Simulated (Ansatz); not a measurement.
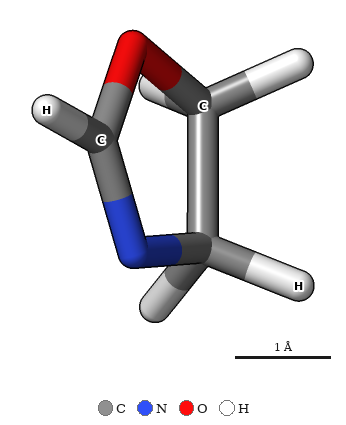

The input geometry (stick view, seen at an oblique angle). Bond lengths as drawn: C–C 1.54 Å, C–H 1.08 to 1.09 Å, C–N 1.26 to 1.46 Å and C–O 1.35 to 1.44 Å.

# C3H5NO: molecular dynamics (part 1 of 2)

System: C3H5NO, SMILES C1=NCCO1.
Method: RKS revPBE/6-31G* (Ansatz 0.2.0).

The geometry comes from this level: PBE0-D4/def2-TZVP.

The input:
```yaml
crystal:
  periodic: [false, false, false]
  atoms:
    - {symbol: C, position_ang: [-1.256867, 0.560390, -0.416715]}
    - {symbol: N, position_ang: [-1.178951, -0.687752, -0.264996]}
    - {symbol: C, position_ang: [0.199160, -0.955934, 0.146250]}
    - {symbol: C, position_ang: [0.868017, 0.428791, 0.205573]}
    - {symbol: O, position_ang: [-0.177759, 1.335242, -0.194563]}
    - {symbol: H, position_ang: [-2.145129, 1.100979, -0.723721]}
    - {symbol: H, position_ang: [0.202822, -1.467166, 1.111858]}
    - {symbol: H, position_ang: [0.674386, -1.622620, -0.577632]}
    - {symbol: H, position_ang: [1.700737, 0.544226, -0.489846]}
    - {symbol: H, position_ang: [1.196784, 0.712744, 1.206693]}
basis:
  gaussian: {orbitals: "6-31G*"}
hamiltonian: {xc: {name: revPBE}}
md: {timestep: 2 fs, n_steps: 20, ensemble: nvt_langevin, temperature: 500, initial_velocities: maxwell_boltzmann, friction: 0.01, seed: 402}
```

Hardware: 2 threads of Arm Neoverse V1, 23 GiB of memory available, shared host.

Launched with:
```bash
ansatz run in.yaml --threads 2 --pin off --events-out ev --progress --plain --max-ram 4352MiB
```

The program's output:
```
Functional definition: revPBE
  name "revPBE"
  cite "Zhang & Yang, Phys. Rev. Lett. 80, 890 (1998) doi:10.1103/PhysRevLett.80.890"
  cite "Perdew, Burke & Ernzerhof, Phys. Rev. Lett. 77, 3865 (1996) doi:10.1103/PhysRevLett.77.3865"
  parameter kappa = 1.245
  parameter beta = 0.06672455060314922
  exchange = pbe_x(kappa = kappa, mu = beta*pi^2/3)
  correlation = pbe_c(beta = beta)
1028 factors; their error is unknown
mean field evaluation 1: about -6720.5989 eV, gradient 5.3e1 eV
mean field evaluation 2: about -6709.2020 eV, gradient 8.6e1 eV
mean field evaluation 4: about -6726.8420 eV, gradient 7.5e0 eV
mean field evaluation 8: about -6726.9395 eV, gradient 1.8e-1 eV
mean field evaluation 16: about -6726.8551 eV, gradient 4.7e-4 eV
mean field -6726.85514140 eV, -247.2073668204 hartree, gradient 3.9e-5 eV, S^2 0.000000; 0 other end points of the search recorded, 0 dependent functions left out
the calculation of the forces begins
reference -6726.85516478 eV, -247.2073676794 hartree; 19, 19 occupied and 66, 66 virtual orbitals, 1028 factors
md step     0: t =     0.00 fs  T =   450.0 K  F+E_penalty+E_count = -6726.85514140 eV  E_kin = 0.581670 eV  (28 SCF iters)
these checks for a lower state are left out or cut short: starts, cluster_reference, orbital_swaps, neighbouring_geometries, increment
1028 factors; their error is unknown
mean field -6726.61855590 eV, -247.1986724635 hartree, gradient 1.5e-5 eV, S^2 0.000000; 0 other end points of the search recorded, 0 dependent functions left out
[... from here on the field's lines of each further geometry are left out, up to the last ...]
md step     1: t =     2.00 fs  T =   312.7 K  F+E_penalty+E_count = -6726.61855590 eV  E_kin = 0.404176 eV  (31 SCF iters)
md step     2: t =     4.00 fs  T =   252.4 K  F+E_penalty+E_count = -6726.57564647 eV  E_kin = 0.326234 eV  (32 SCF iters)
md step     3: t =     6.00 fs  T =   234.7 K  F+E_penalty+E_count = -6726.54981310 eV  E_kin = 0.303406 eV  (32 SCF iters)
md step     4: t =     8.00 fs  T =   213.7 K  F+E_penalty+E_count = -6726.45302420 eV  E_kin = 0.276263 eV  (32 SCF iters)
md step     5: t =    10.00 fs  T =   334.6 K  F+E_penalty+E_count = -6726.61868323 eV  E_kin = 0.432457 eV  (32 SCF iters)
md step     6: t =    12.00 fs  T =   392.9 K  F+E_penalty+E_count = -6726.61573868 eV  E_kin = 0.507814 eV  (32 SCF iters)
md step     7: t =    14.00 fs  T =   379.6 K  F+E_penalty+E_count = -6726.55833428 eV  E_kin = 0.490609 eV  (32 SCF iters)
md step     8: t =    16.00 fs  T =   334.9 K  F+E_penalty+E_count = -6726.52619939 eV  E_kin = 0.432861 eV  (32 SCF iters)
md step     9: t =    18.00 fs  T =   288.7 K  F+E_penalty+E_count = -6726.49068522 eV  E_kin = 0.373201 eV  (32 SCF iters)
md step    10: t =    20.00 fs  T =   258.9 K  F+E_penalty+E_count = -6726.39355481 eV  E_kin = 0.334604 eV  (32 SCF iters)
md step    11: t =    22.00 fs  T =   350.9 K  F+E_penalty+E_count = -6726.51438608 eV  E_kin = 0.453521 eV  (32 SCF iters)
md step    12: t =    24.00 fs  T =   303.7 K  F+E_penalty+E_count = -6726.46749728 eV  E_kin = 0.392587 eV  (32 SCF iters)
md step    13: t =    26.00 fs  T =   319.7 K  F+E_penalty+E_count = -6726.49903876 eV  E_kin = 0.413217 eV  (32 SCF iters)
md step    14: t =    28.00 fs  T =   339.0 K  F+E_penalty+E_count = -6726.54944783 eV  E_kin = 0.438236 eV  (32 SCF iters)
md step    15: t =    30.00 fs  T =   285.0 K  F+E_penalty+E_count = -6726.51440455 eV  E_kin = 0.368394 eV  (32 SCF iters)
md step    16: t =    32.00 fs  T =   314.7 K  F+E_penalty+E_count = -6726.58917960 eV  E_kin = 0.406753 eV  (32 SCF iters)
md step    17: t =    34.00 fs  T =   311.1 K  F+E_penalty+E_count = -6726.49427741 eV  E_kin = 0.402189 eV  (51 SCF iters)
md step    18: t =    36.00 fs  T =   335.4 K  F+E_penalty+E_count = -6726.50075908 eV  E_kin = 0.433483 eV  (32 SCF iters)
md step    19: t =    38.00 fs  T =   312.3 K  F+E_penalty+E_count = -6726.48102455 eV  E_kin = 0.403616 eV  (31 SCF iters)
the calculation of the forces begins
reference -6726.38389436 eV, -247.1900488109 hartree; 19, 19 occupied and 66, 66 virtual orbitals, 1028 factors
1028 factors; their error is unknown
mean field evaluation 192: about -6726.3839 eV, gradient 1.7e-5 eV
mean field -6726.38387004 eV, -247.1900479172 hartree, gradient 1.7e-5 eV, S^2 0.000000; 1 other end points of the search recorded, 0 dependent functions left out
the calculation of the forces begins
reference -6726.38389436 eV, -247.1900488109 hartree; 19, 19 occupied and 66, 66 virtual orbitals, 1028 factors
md step    20: t =    40.00 fs  T =   258.5 K  F+E_penalty+E_count = -6726.38387004 eV  E_kin = 0.334177 eV  (51 SCF iters)
```

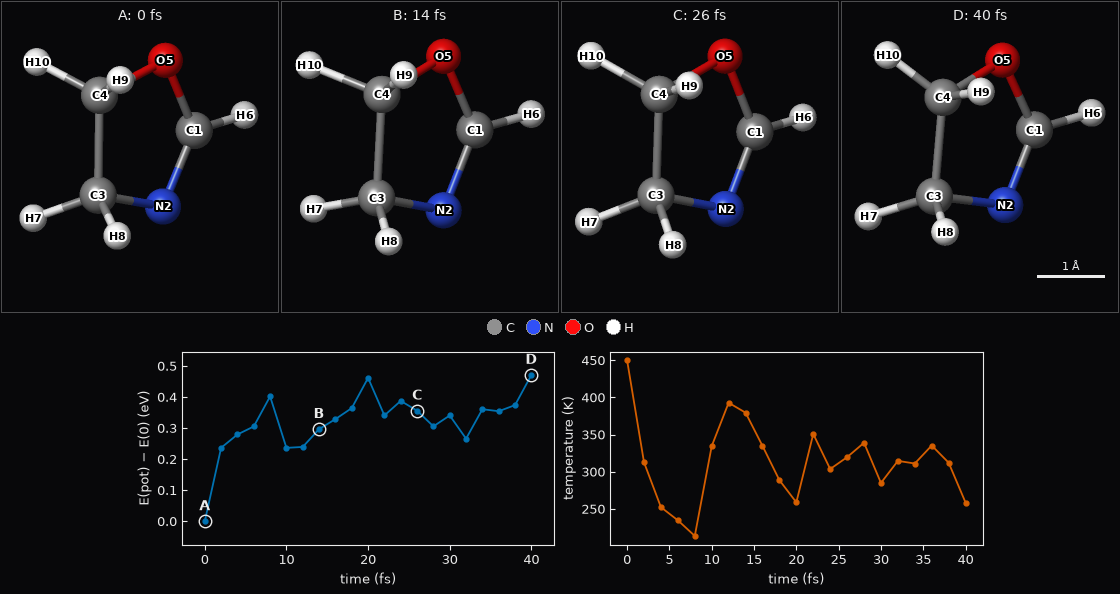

Frames of the molecular dynamics (ball-and-stick, seen at a tilt) above the curves, on which the letters mark them. The trajectory kept here has 21 frames over 40 fs. The temperature starts at 450 K, ranges from 214 to 450 K and averages 308 K over the second half. The potential energy ends 0.471 eV above its first value. After an unweighted best fit of the last frame on the first, the root-mean-square displacement is 0.17 Å.

```
Total energy: -6726.38389436 eV, -247.1900488109 hartree
Atom 0 at    -1.247767     0.493691    -0.476826 Å, force    -0.170647     1.526855    -0.939107 eV/Å
Atom 1 at    -1.024089    -0.731206    -0.359324 Å, force    -0.259515    -3.532795    -0.419922 eV/Å
Atom 2 at     0.307781    -0.930302     0.289295 Å, force    -0.563626    -0.083732     1.362687 eV/Å
Atom 3 at     0.809361     0.516373     0.310042 Å, force     1.446821     0.055796    -1.994657 eV/Å
Atom 4 at    -0.273894     1.345838    -0.096631 Å, force    -0.523136     1.846679     0.610912 eV/Å
Atom 5 at    -2.093827     0.990899    -1.003103 Å, force     0.224090    -0.421675     0.569207 eV/Å
Atom 6 at     0.070424    -1.387588     1.345303 Å, force     0.781523     0.464889    -1.613415 eV/Å
Atom 7 at     1.096493    -1.514959    -0.293496 Å, force    -1.401945    -0.107367     0.602919 eV/Å
Atom 8 at     1.531439     0.630988    -0.533480 Å, force     0.155654    -0.109914     0.230985 eV/Å
Atom 9 at     1.303004     0.946132     1.143796 Å, force     0.310782     0.361264     1.590390 eV/Å
Dipole moment:     0.305906     0.127371     0.098722 e Å
```

Trajectory as extended XYZ (Å, eV, eV/Å), 21 frames, from step=0 to step=20:
```
10
Properties=species:S:1:pos:R:3:forces:R:3 step=0 time_fs=0.0 energy=-6726.85514 temperature=450.0
C    -1.2569    0.5604   -0.4167   -0.5017   0.7393  -0.2220
N    -1.1790   -0.6878   -0.2650   -0.6747  -1.7258  -0.0085
C     0.1992   -0.9559    0.1462    0.0921  -0.1733   0.0436
C     0.8680    0.4288    0.2056    0.3878  -0.1056   0.1221
O    -0.1778    1.3352   -0.1946    0.3009   1.3346  -0.0570
H    -2.1451    1.1010   -0.7237   -0.2963   0.2224  -0.1058
H     0.2028   -1.4672    1.1119    0.0093  -0.2241   0.3610
H     0.6744   -1.6226   -0.5776    0.1830  -0.2815  -0.2597
H     1.7007    0.5442   -0.4898    0.3404   0.0771  -0.2446
H     1.1968    0.7127    1.2067    0.1592   0.1370   0.3710
10
Properties=species:S:1:pos:R:3:forces:R:3 step=1 time_fs=2.0 energy=-6726.61856 temperature=312.7
C    -1.2542    0.5479   -0.4218   -0.5713   1.7208  -0.3747
N    -1.1832   -0.6893   -0.2747    0.0617  -2.6387  -0.0508
C     0.2176   -0.9528    0.1437   -0.4913   0.4360  -1.4151
C     0.8528    0.4343    0.2008    1.5879   0.7292   2.1473
O    -0.1758    1.3354   -0.1794   -0.6447   1.2313  -0.3580
H    -2.1407    1.0695   -0.7587   -0.3281   0.3809  -0.0452
H     0.1778   -1.4275    1.0654    0.0019  -1.0522   2.4124
H     0.7078   -1.6754   -0.5148    0.1362  -0.0042  -0.5546
H     1.6660    0.5964   -0.5116    0.5110  -0.0925   0.0174
H     1.1860    0.7685    1.2856   -0.2632  -0.7106  -1.7787
10
Properties=species:S:1:pos:R:3:forces:R:3 step=2 time_fs=4.0 energy=-6726.57565 temperature=252.4
C    -1.2518    0.5415   -0.4282   -0.8933   1.9022  -0.5430
N    -1.1854   -0.6985   -0.2820    0.6007  -2.4523  -0.2261
C     0.2325   -0.9465    0.1363   -0.8002  -1.1590   0.4276
C     0.8438    0.4406    0.2023    2.4268   1.0814   1.8309
O    -0.1746    1.3384   -0.1655   -1.5433   1.1369  -0.6184
H    -2.1483    1.0449   -0.8020    0.0375   0.3146   0.1736
H     0.1518   -1.4384    1.1061    0.1910  -0.0319   0.6669
H     0.7467   -1.7223   -0.4723   -0.1528   0.5259  -0.4063
H     1.6513    0.6489   -0.5378    0.2121  -0.3958   0.5596
H     1.1587    0.7975    1.2913   -0.0784  -0.9220  -1.8648
10
Properties=species:S:1:pos:R:3:forces:R:3 step=3 time_fs=6.0 energy=-6726.54981 temperature=234.7
C    -1.2511    0.5404   -0.4340   -0.8667   1.0689  -0.5363
N    -1.1850   -0.7149   -0.2884    0.9387  -1.3198  -0.4623
C     0.2438   -0.9442    0.1291   -1.0228  -2.2257   2.0635
C     0.8423    0.4501    0.2084    2.2825   0.6413   0.0951
O    -0.1758    1.3455   -0.1538   -2.2370   0.9719  -0.8174
H    -2.1513    1.0205   -0.8429    0.1983   0.3451   0.3216
H     0.1258   -1.4509    1.1665    0.4898   0.7627  -0.9966
H     0.7794   -1.7526   -0.4461   -0.3942   0.8895  -0.2119
H     1.6431    0.6926   -0.5476    0.0797  -0.6261   0.7853
H     1.1211    0.7913    1.2301    0.5317  -0.5077  -0.2409
10
Properties=species:S:1:pos:R:3:forces:R:3 step=4 time_fs=8.0 energy=-6726.45302 temperature=213.7
C    -1.2513    0.5420   -0.4411   -0.4632  -0.2638  -0.2948
N    -1.1816   -0.7344   -0.2929    1.0368   0.1137  -0.6981
C     0.2509   -0.9496    0.1303   -1.0746  -1.7103   2.3113
C     0.8490    0.4620    0.2121    0.8241  -0.5913  -2.4233
O    -0.1824    1.3568   -0.1444   -2.3992   0.6415  -0.8845
H    -2.1443    0.9992   -0.8738    0.0166   0.4927   0.2949
H     0.1127   -1.4264    1.1862    0.6235   0.6842  -1.1507
H     0.7995   -1.7560   -0.4271   -0.3883   0.7805  -0.2293
H     1.6311    0.7194   -0.5286    0.4750  -0.5882   0.3430
H     1.0978    0.7650    1.1625    1.3494   0.4409   2.7316
10
Properties=species:S:1:pos:R:3:forces:R:3 step=5 time_fs=10.0 energy=-6726.61868 temperature=334.6
C    -1.2522    0.5441   -0.4491    0.0068  -1.4810   0.0082
N    -1.1752   -0.7529   -0.2981    0.9056   1.3726  -0.8480
C     0.2568   -0.9581    0.1425   -1.1046  -0.0465   1.2133
C     0.8625    0.4722    0.2074   -0.4109  -0.6556  -0.2120
O    -0.1961    1.3700   -0.1376   -1.7569   0.1340  -0.7684
H    -2.1303    0.9990   -0.8934   -0.2677   0.5369   0.1937
H     0.1174   -1.3703    1.1616    0.5179  -0.0441   0.0866
H     0.8055   -1.7309   -0.4153   -0.0709   0.1846  -0.4757
H     1.6308    0.7230   -0.4899    1.2789  -0.2133  -0.6335
H     1.1158    0.7508    1.1970    0.9018   0.2123   1.4357
10
Properties=species:S:1:pos:R:3:forces:R:3 step=6 time_fs=12.0 energy=-6726.61574 temperature=392.9
C    -1.2534    0.5408   -0.4571   -0.0595  -1.7921  -0.0040
N    -1.1668   -0.7671   -0.3054    0.7051   2.0208  -0.8452
C     0.2609   -0.9687    0.1587   -1.0399   1.8802  -0.7068
C     0.8752    0.4818    0.2027   -0.2069  -0.1459   2.4015
O    -0.2146    1.3846   -0.1342   -0.6700  -0.4879  -0.5344
H    -2.1243    1.0217   -0.9121   -0.0798   0.1932   0.3152
H     0.1330   -1.3140    1.1406    0.2662  -0.9596   1.9252
H     0.8078   -1.6974   -0.4183    0.2688  -0.4468  -0.6553
H     1.6817    0.7195   -0.4690    0.7870  -0.0900  -0.4948
H     1.1566    0.7309    1.2942    0.0291  -0.1719  -1.4014
```
